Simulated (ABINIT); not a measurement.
# MoS2 (P6_3/mmc): G0W0 in ABINIT against the wavefunction cutoff in GW

How does the gap of MoS2 (P6_3/mmc) converge in the wavefunction cutoff in GW?

Program: ABINIT 10.8.3. Level of theory: PBE and many-body steps on it, plane waves. Results are calculated unless marked as measured.

The database entry behind the starting cell differs from later determinations by our own check (about 0.3 % long), so it need not match the best structure at ambient conditions.

## 1. Set-up

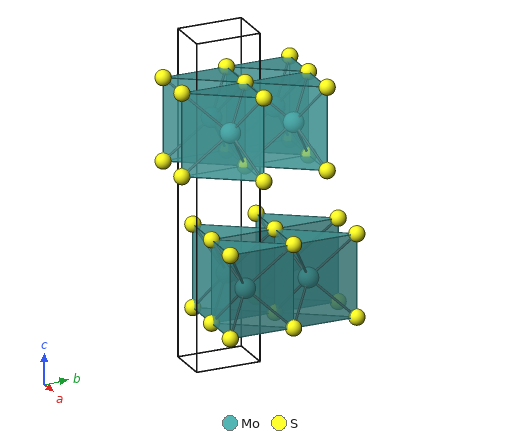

The starting structure, seen slightly off an axis (molybdenum teal, sulfur yellow). 2×2×1 cells are drawn. Some periodic images of atoms are drawn too.

The cell and positions come from the Crystallography Open Database and are kept as given unless a step says otherwise.

## 2. Screening, 6×6×1 mesh, 106 bands, screening to 130.6 eV

This step: ABINIT 10.8.3; RPA screening on PBE, plane waves, norm-conserving pseudopotentials.

The RPA dielectric matrix is built and inverted for each q.

run.abi

```
acell 3*1.0 Angstrom
rprim 
  3.169000000004 -0.000000000001 0.000000000000
  -1.584500000001 2.744434504597 0.000000000000
  0.000000000000 0.000000000000 12.324000000000
ntypat 2
znucl 42 16
natom 6
typat 1 1 2 2 2 2
xred 
  0.333333333333 0.666666666667 0.250000000000
  0.666666666667 0.333333333333 0.750000000000
  0.333333333333 0.666666666667 0.623000000000
  0.666666666667 0.333333333333 0.123000000000
  0.333333333333 0.666666666667 0.877000000000
  0.666666666667 0.333333333333 0.377000000000
pp_dirpath "pseudos"
pseudos "Mo.upf, S.upf"
ecut 36
ngkpt 6 6 1
nshiftk 1
shiftk 0 0 0
kptopt 1
chksymbreak 0
istwfk *1
occopt 1
irdwfk 1
optdriver 3
nband 106
ecuteps 4.8
inclvkb 2
awtr 1
symchi 1
ecutwfn 10.8
indata_prefix "in"
outdata_prefix "out"
tmpdata_prefix "tmp"
```

Run with:

```
$ OMP_NUM_THREADS=1 mpirun -n 8 abinit run.abi > log
```

The program printed:

```text
.Version 10.8.3 of ABINIT. v10.8.2 released Aug 2026.

 Symmetries : space group P6_3/m m c (#194); Bravais hP (primitive hexag.)
[... echo of the input left out ...]
== DATASET  1 ==================================================================
-   mpi_nproc: 8, omp_nthreads: 1 (-1 if OMP is not activated)

--- !DatasetInfo
iteration_state: {dtset: 1, }
dimensions: {natom: 6, nkpt: 7, mband: 106, nsppol: 1, nspinor: 1, nspden: 1, mpw: 1248, }
cutoff_energies: {ecut:  10.8, pawecutdg:  -1.0, }
electrons: {nelect:   5.20000000E+01, charge:   0.00000000E+00, occopt:   1.00000000E+00, tsmear:   1.00000000E-02, }

 SCREENING: Calculation of the susceptibility and dielectric matrices

 Based on a program developped by R.W. Godby, V. Olevano, G. Onida, and L. Reining.
 Incorporated in ABINIT by V. Olevano, G.-M. Rignanese, and M. Torrent.
.Using double precision arithmetic ; gwpc =  8

[... cell and pseudopotentials left out ...]
--------------------------------------------------------------------------------

 ==== K-mesh for the wavefunctions ====
 Number of points in the irreducible wedge :     7
[... list of points left out ...]
 Together with 24 symmetry operations and time-reversal symmetry
 yields    36 points in the full Brillouin Zone.

 ==== Q-mesh for the screening function ====
 Number of points in the irreducible wedge :     7
[... list of points left out ...]
 Together with 24 symmetry operations and time-reversal symmetry
 yields    36 points in the full Brillouin Zone.

 setmesh: FFT mesh size selected  =    15x   15x   60
          total number of points  =        13500

 vcoul_init : cutoff-mode = AUXILIARY_FUNCTION
 q-points for optical limit:   1
     1)      0.000010    0.000020    0.000030

- screening: taking advantage of time-reversal symmetry
- Maximum band index for partially occupied states nbvw = 26
- Remaining bands to be divided among processors   nbcw = 80
- Number of bands treated by each node ~10

 Number of electrons calculated from density =   51.8895; Expected =   52.0000
 average of density, n =  0.071739
 r_s =    1.4930
 omega_plasma =   25.8365 [eV]

 calculating chi0 at frequencies [eV] :
  1    0.000000E+00    0.000000E+00
  2    0.000000E+00    2.583649E+01

--------------------------------------------------------------------------------
  q-point number  1        q = ( 0.000000, 0.000000, 0.000000) [r.l.u.]
--------------------------------------------------------------------------------
[... chi0 elements left out ...]
 For q-point:  0.000010 0.000020 0.000030
  dielectric constant =  14.6061
  dielectric constant without local fields =  16.4212

  Average fulfillment of the sum rule on Im[epsilon] for q-point    1 :     69.35  [%]
[... wings left out ...]
  q-point number  2        q = ( 0.166667, 0.000000, 0.000000) [r.l.u.]
--------------------------------------------------------------------------------
[... chi0 elements left out ...]
  Average fulfillment of the sum rule on Im[epsilon] for q-point    2 :     73.03  [%]

 [... 5 further q-points ...]
```

It took 21 s on 8 MPI ranks of Arm Neoverse V1, shared host; peak memory 1 GiB.

This step gave:

```yaml
eps_infinity_with_local_fields_on_this_mesh_along_the_program_s_q_direction: 14.61
the_same_without_local_fields: 16.42
plasma_frequency: 25.84 eV
plane_waves_in_the_screening_matrix: 341
```

Local fields lower ε∞ by 11 %. On a Γ-centred mesh this coarse the value itself is usually too large, while a short band sum pulls it down.

## 3. 10.8 Ha

This step: G0W0 on PBE, plane waves, norm-conserving pseudopotentials.

run.abi, as its differences from that of step 2:

```diff
@@ -27,8 +27,19 @@
 irdwfk 1
-optdriver 3
+optdriver 4
 nband 106
+gwcalctyp 0
+ecutsigx 10.8
+symsigma 1
+nkptgw 3
+kptgw 
+  0.0000000000 0.0000000000 0.0000000000
+  0.1666666667 0.1666666667 0.0000000000
+  0.3333333333 0.3333333333 0.0000000000
+bdgw 
+  25 28
+  25 28
+  25 28
 ecuteps 4.8
-inclvkb 2
-awtr 1
-symchi 1
+irdscr 1
+ppmodel 1
 ecutwfn 10.8
```

The program printed:

```text
.Version 10.8.3 of ABINIT. v10.8.2 released Aug 2026.

 Symmetries : space group P6_3/m m c (#194); Bravais hP (primitive hexag.)
[... echo of the input left out ...]
== DATASET  1 ==================================================================
-   mpi_nproc: 8, omp_nthreads: 1 (-1 if OMP is not activated)

--- !DatasetInfo
iteration_state: {dtset: 1, }
dimensions: {natom: 6, nkpt: 7, mband: 106, nsppol: 1, nspinor: 1, nspden: 1, mpw: 1248, }
cutoff_energies: {ecut:  10.8, pawecutdg:  -1.0, }
electrons: {nelect:   5.20000000E+01, charge:   0.00000000E+00, occopt:   1.00000000E+00, tsmear:   1.00000000E-02, }

 SIGMA: Calculation of the GW corrections

 Based on a program developped by R.W. Godby, V. Olevano, G. Onida, and L. Reining.
 Incorporated in ABINIT by V. Olevano, G.-M. Rignanese, and M. Torrent.
.Using double precision arithmetic ; gwpc =  8

[... cell and pseudopotentials left out ...]
--------------------------------------------------------------------------------

 ==== K-mesh for the wavefunctions ====
 Number of points in the irreducible wedge :     7
[... list of points left out ...]
 Together with 24 symmetry operations and time-reversal symmetry
 yields    36 points in the full Brillouin Zone.

 ==== Q-mesh for screening function ====
 Number of points in the irreducible wedge :     7
[... list of points left out ...]
 Together with 24 symmetry operations and time-reversal symmetry
 yields    36 points in the full Brillouin Zone.

 vcoul_init : cutoff-mode = AUXILIARY_FUNCTION
 q-points for optical limit:   1
     1)      0.000010    0.000020    0.000030
 setmesh: FFT mesh size selected  =    15x   15x   72
          total number of points  =        16200

 Number of electrons calculated from density =   51.8895; Expected =   52.0000
 average of density, n =  0.071739
 r_s =    1.4930
 omega_plasma =   25.8365 [eV]

 === KS Band Gaps ===
  >>>> For spin  1
   Minimum direct gap =   1.6539 [eV], located at k-point      :   0.3333  0.3333  0.0000
   Fundamental gap    =   0.8888 [eV], Top of valence bands at :   0.0000  0.0000  0.0000
                                       Bottom of conduction at :   0.1667  0.1667  0.0000
 SIGMA fundamental parameters:
 PLASMON POLE MODEL  1
 number of plane-waves for SigmaX                 1241
 number of plane-waves for SigmaC and W            341
 number of plane-waves for wavefunctions          1241
 number of bands                                   106
 number of independent spin polarizations            1
 number of spinorial components                      1
 number of k-points in IBZ                           7
 number of q-points in IBZ                           7
 number of symmetry operations                      24
 number of k-points in BZ                           36
 number of q-points in BZ                           36
 number of frequencies for dSigma/dE                 9
 frequency step for dSigma/dE [eV]                0.25
 number of omega for Sigma on real axis              0
 max omega for Sigma on real axis  [eV]           0.00
 zcut for avoiding poles [eV]                     0.10

 EPSILON^-1 parameters (SCR file):
 dimension of the eps^-1 matrix on file            341
 dimension of the eps^-1 matrix used               341
 number of plane-waves for wavefunctions          1241
 number of bands                                   106
 number of q-points in IBZ                           7
 number of frequencies                               2
 number of real frequencies                          1
 number of imag frequencies                          1

 matrix elements of self-energy operator (all in [eV])

 Perturbative Calculation

--- !SelfEnergy_ee
iteration_state: {dtset: 1, }
kpoint     : [   0.000,    0.000,    0.000, ]
spin       : 1
KS_gap     :    2.100
QP_gap     :    2.461
Delta_QP_KS:    0.361
data: !SigmaeeData |
     Band     E0 <VxcDFT>   SigX SigC(E0)      Z dSigC/dE  Sig(E)    E-E0       E
       25   7.290 -15.305 -16.389   1.755   0.780  -0.282 -14.781   0.524   7.814
       26   8.434 -16.291 -16.825   1.328   0.777  -0.286 -15.674   0.617   9.052
       27  10.534 -15.592 -10.996  -3.344   0.782  -0.279 -14.613   0.979  11.513
       28  10.534 -15.592 -10.996  -3.344   0.782  -0.279 -14.613   0.979  11.513

--- !SelfEnergy_ee
iteration_state: {dtset: 1, }
kpoint     : [   0.167,    0.167,    0.000, ]
spin       : 1
KS_gap     :    2.343
QP_gap     :    2.653
Delta_QP_KS:    0.309
data: !SigmaeeData |
     Band     E0 <VxcDFT>   SigX SigC(E0)      Z dSigC/dE  Sig(E)    E-E0       E
       25   6.952 -15.929 -17.230   2.030   0.776  -0.289 -15.363   0.566   7.518
       26   6.980 -16.047 -17.271   2.006   0.776  -0.289 -15.440   0.607   7.586
[...]
--- !SelfEnergy_ee
iteration_state: {dtset: 1, }
kpoint     : [   0.333,    0.333,    0.000, ]
spin       : 1
KS_gap     :    1.654
QP_gap     :    2.221
Delta_QP_KS:    0.567
data: !SigmaeeData |
     Band     E0 <VxcDFT>   SigX SigC(E0)      Z dSigC/dE  Sig(E)    E-E0       E
[...]
26   7.832 -16.399 -16.787   1.296   0.780  -0.283 -15.691   0.708   8.540
       27   9.486 -17.433 -12.990  -2.805   0.779  -0.284 -16.157   1.275  10.762
       28   9.486 -17.433 -12.990  -2.805   0.779  -0.284 -16.157   1.275  10.762

== END DATASET(S) ==============================================================
================================================================================

 -outvars: echo values of variables after computation  --------
           etotal      0.0000000000E+00
            nband         106
             nkpt           7
          spgroup         194
 [... the other variables as echoed above ...]

 Calculation completed.
```

Elapsed: 14 s, on 8 MPI ranks; peak memory 1.1 GiB; 1.9 min of CPU time.

This step gave:

```yaml
g0w0_gap_on_the_points_computed: 1.187 eV
starting_gap_on_the_mesh: 0.8887 eV
k_of_the_valence_top: 0, 0, 0
k_of_the_conduction_bottom: 0.1667, 0.1667, 0
z_at_the_valence_top: 0.777
z_at_the_conduction_bottom: 0.786
least_direct_g0w0_gap_on_the_computed_points: 2.222 eV
```

## 4. Screening, 6×6×1 mesh, 106 bands, screening to 130.6 eV

This step: RPA screening on PBE, plane waves, norm-conserving pseudopotentials.

run.abi, as its differences from that of step 3:

```diff
@@ -27,20 +27,9 @@
 irdwfk 1
-optdriver 4
+optdriver 3
 nband 106
-gwcalctyp 0
-ecutsigx 10.8
-symsigma 1
-nkptgw 3
-kptgw 
-  0.0000000000 0.0000000000 0.0000000000
-  0.1666666667 0.1666666667 0.0000000000
-  0.3333333333 0.3333333333 0.0000000000
-bdgw 
-  25 28
-  25 28
-  25 28
 ecuteps 4.8
-irdscr 1
-ppmodel 1
-ecutwfn 10.8
+inclvkb 2
+awtr 1
+symchi 1
+ecutwfn 18
 indata_prefix "in"
```

The program printed:

```text
.Version 10.8.3 of ABINIT. v10.8.2 released Aug 2026.

 Symmetries : space group P6_3/m m c (#194); Bravais hP (primitive hexag.)
[... echo of the input left out ...]
== DATASET  1 ==================================================================
-   mpi_nproc: 8, omp_nthreads: 1 (-1 if OMP is not activated)

--- !DatasetInfo
iteration_state: {dtset: 1, }
dimensions: {natom: 6, nkpt: 7, mband: 106, nsppol: 1, nspinor: 1, nspden: 1, mpw: 2644, }
cutoff_energies: {ecut:  18.0, pawecutdg:  -1.0, }
electrons: {nelect:   5.20000000E+01, charge:   0.00000000E+00, occopt:   1.00000000E+00, tsmear:   1.00000000E-02, }

 SCREENING: Calculation of the susceptibility and dielectric matrices

 Based on a program developped by R.W. Godby, V. Olevano, G. Onida, and L. Reining.
 Incorporated in ABINIT by V. Olevano, G.-M. Rignanese, and M. Torrent.
.Using double precision arithmetic ; gwpc =  8

[... cell and pseudopotentials left out ...]
--------------------------------------------------------------------------------

 ==== K-mesh for the wavefunctions ====
 Number of points in the irreducible wedge :     7
[... list of points left out ...]
 Together with 24 symmetry operations and time-reversal symmetry
 yields    36 points in the full Brillouin Zone.

 ==== Q-mesh for the screening function ====
 Number of points in the irreducible wedge :     7
[... list of points left out ...]
 Together with 24 symmetry operations and time-reversal symmetry
 yields    36 points in the full Brillouin Zone.

 setmesh: FFT mesh size selected  =    15x   15x   72
          total number of points  =        16200

 vcoul_init : cutoff-mode = AUXILIARY_FUNCTION
 q-points for optical limit:   1
     1)      0.000010    0.000020    0.000030

- screening: taking advantage of time-reversal symmetry
- Maximum band index for partially occupied states nbvw = 26
- Remaining bands to be divided among processors   nbcw = 80
- Number of bands treated by each node ~10

 Number of electrons calculated from density =   51.9856; Expected =   52.0000
 average of density, n =  0.071872
 r_s =    1.4921
 omega_plasma =   25.8604 [eV]

 calculating chi0 at frequencies [eV] :
  1    0.000000E+00    0.000000E+00
  2    0.000000E+00    2.586042E+01

--------------------------------------------------------------------------------
  q-point number  1        q = ( 0.000000, 0.000000, 0.000000) [r.l.u.]
--------------------------------------------------------------------------------
[... chi0 elements left out ...]
 For q-point:  0.000010 0.000020 0.000030
  dielectric constant =  14.5061
  dielectric constant without local fields =  16.3098

  Average fulfillment of the sum rule on Im[epsilon] for q-point    1 :     69.45  [%]
[... wings left out ...]
  q-point number  2        q = ( 0.166667, 0.000000, 0.000000) [r.l.u.]
--------------------------------------------------------------------------------
[... chi0 elements left out ...]
  Average fulfillment of the sum rule on Im[epsilon] for q-point    2 :     73.08  [%]

 [... 5 further q-points ...]
```

Wall time 26 s (8 MPI ranks); peak memory 1.2 GiB.

Numbers from this step:

* ε∞ with local fields, on this mesh, along the program's q direction: 14.51
* the same without local fields: 16.31
* plasma frequency: 25.86 eV
* plane waves in the screening matrix: 341

## 5. 18 Ha

The self-energy is evaluated for the states that the input lists, and the levels follow from it, in one-shot runs by the linearised quasiparticle equation.

This step: G0W0 on PBE, plane waves, norm-conserving pseudopotentials.

run.abi, as its differences from that of step 4:

```diff
@@ -27,8 +27,19 @@
 irdwfk 1
-optdriver 3
+optdriver 4
 nband 106
+gwcalctyp 0
+ecutsigx 18
+symsigma 1
+nkptgw 3
+kptgw 
+  0.0000000000 0.0000000000 0.0000000000
+  0.1666666667 0.1666666667 0.0000000000
+  0.3333333333 0.3333333333 0.0000000000
+bdgw 
+  25 28
+  25 28
+  25 28
 ecuteps 4.8
-inclvkb 2
-awtr 1
-symchi 1
+irdscr 1
+ppmodel 1
 ecutwfn 18
```

The program printed:

```text
.Version 10.8.3 of ABINIT. v10.8.2 released Aug 2026.

 Symmetries : space group P6_3/m m c (#194); Bravais hP (primitive hexag.)
[... echo of the input left out ...]
== DATASET  1 ==================================================================
-   mpi_nproc: 8, omp_nthreads: 1 (-1 if OMP is not activated)

--- !DatasetInfo
iteration_state: {dtset: 1, }
dimensions: {natom: 6, nkpt: 7, mband: 106, nsppol: 1, nspinor: 1, nspden: 1, mpw: 2644, }
cutoff_energies: {ecut:  18.0, pawecutdg:  -1.0, }
electrons: {nelect:   5.20000000E+01, charge:   0.00000000E+00, occopt:   1.00000000E+00, tsmear:   1.00000000E-02, }

 SIGMA: Calculation of the GW corrections

 Based on a program developped by R.W. Godby, V. Olevano, G. Onida, and L. Reining.
 Incorporated in ABINIT by V. Olevano, G.-M. Rignanese, and M. Torrent.
.Using double precision arithmetic ; gwpc =  8

[... cell and pseudopotentials left out ...]
--------------------------------------------------------------------------------

 ==== K-mesh for the wavefunctions ====
 Number of points in the irreducible wedge :     7
[... list of points left out ...]
 Together with 24 symmetry operations and time-reversal symmetry
 yields    36 points in the full Brillouin Zone.

 ==== Q-mesh for screening function ====
 Number of points in the irreducible wedge :     7
[... list of points left out ...]
 Together with 24 symmetry operations and time-reversal symmetry
 yields    36 points in the full Brillouin Zone.

 vcoul_init : cutoff-mode = AUXILIARY_FUNCTION
 q-points for optical limit:   1
     1)      0.000010    0.000020    0.000030
 setmesh: FFT mesh size selected  =    20x   20x   90
          total number of points  =        36000

 Number of electrons calculated from density =   51.9856; Expected =   52.0000
[...]
number of plane-waves for wavefunctions          2625
 number of bands                                   106
 number of q-points in IBZ                           7
 number of frequencies                               2
 number of real frequencies                          1
 number of imag frequencies                          1

 matrix elements of self-energy operator (all in [eV])

 Perturbative Calculation

--- !SelfEnergy_ee
iteration_state: {dtset: 1, }
kpoint     : [   0.000,    0.000,    0.000, ]
spin       : 1
KS_gap     :    2.100
QP_gap     :    2.483
Delta_QP_KS:    0.383
data: !SigmaeeData |
     Band     E0 <VxcDFT>   SigX SigC(E0)      Z dSigC/dE  Sig(E)    E-E0       E
       25   7.290 -15.414 -16.643   1.745   0.778  -0.285 -15.013   0.401   7.691
       26   8.434 -16.393 -17.070   1.313   0.776  -0.288 -15.900   0.494   8.928
       27  10.534 -15.685 -11.183  -3.379   0.780  -0.281 -14.809   0.877  11.411
[...]
--- !SelfEnergy_ee
iteration_state: {dtset: 1, }
kpoint     : [   0.167,    0.167,    0.000, ]
spin       : 1
KS_gap     :    2.343
QP_gap     :    2.663
Delta_QP_KS:    0.319
data: !SigmaeeData |
     Band     E0 <VxcDFT>   SigX SigC(E0)      Z dSigC/dE  Sig(E)    E-E0       E
[...]
--- !SelfEnergy_ee
iteration_state: {dtset: 1, }
kpoint     : [   0.333,    0.333,    0.000, ]
spin       : 1
KS_gap     :    1.654
QP_gap     :    2.188
Delta_QP_KS:    0.535
data: !SigmaeeData |
     Band     E0 <VxcDFT>   SigX SigC(E0)      Z dSigC/dE  Sig(E)    E-E0       E
[...]
27   9.486 -17.611 -13.354  -2.845   0.776  -0.288 -16.515   1.096  10.583
       28   9.486 -17.611 -13.354  -2.845   0.776  -0.288 -16.515   1.096  10.583

== END DATASET(S) ==============================================================
================================================================================

 -outvars: echo values of variables after computation  --------
           etotal      0.0000000000E+00
            nband         106
             nkpt           7
          spgroup         194
 [... the other variables as echoed above ...]

 Calculation completed.
```

Elapsed: 15 s, on 8 MPI ranks; peak memory 1.2 GiB.

This step gave:

```
G0W0 gap on the points computed              : 1.192 eV
starting gap on the mesh                     : 0.8887 eV
k of the valence top                         : 0, 0, 0
k of the conduction bottom                   : 0.1667, 0.1667, 0
Z at the valence top                         : 0.776
Z at the conduction bottom                   : 0.785
least direct G0W0 gap on the computed points : 2.189 eV
```

The gap on the mesh goes from 0.89 eV to 1.19 eV, a correction of +0.30 eV.

(Continued in part 2 of 2.)

[Paths, hosts, dates, memory and timing lines, banners, echoed tables and standing remarks are left out of the program output.]

[Logs are printed without paths, hosts, clocks, repeated set-up lines and the standing remarks that a program may print on its own settings, such as how far it seeks lower states.]

[Runs of the session that timed out or met a known fault of the program may be left out.]

[Hosts, paths, dates, database ids (printed as entryN), source tags and the programs' standing remarks are cut or masked in the printed files.]

[G0W0 gaps are taken among the corrected bands and points alone; a level outside them can change the order at an edge.]

[Where Ansatz stands beside ABINIT at settings called matched, ABINIT's density can come from a denser mesh and the files from another edition; pairs whose starting gaps differed by over 0.03 eV were left out, so agreement reads better than it is.]
